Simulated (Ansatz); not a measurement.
The parent structure is MoSi$_{2}$ (space group I4/mmm, No. 139; a = 3.1741 Å, c = 7.7774 Å).

Structures relaxed with Ansatz (a quantum-chemistry and plane-wave program), LDA, PAW, cutoff 420 eV, no spin-orbit coupling.

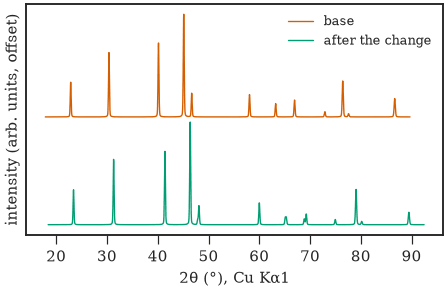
Figure. Simulated powder patterns before (top) and after one change

Problem. Name the change that was made.
(A) pressure 22.5 GPa
(B) pressure 30 GPa
(C) pressure 9 GPa
(D) pressure −1 GPa

Solution. A, pressure 22.5 GPa. Its volume per atom is 12.01 Å³ against 13.06 Å³, and its space group is I4/mmm (No. 139).

Load acts through the strain it causes; cell and atoms are relaxed under it. No phonon test of stability was made. No other phases were tried under pressure. The final runs are not spin-polarised.
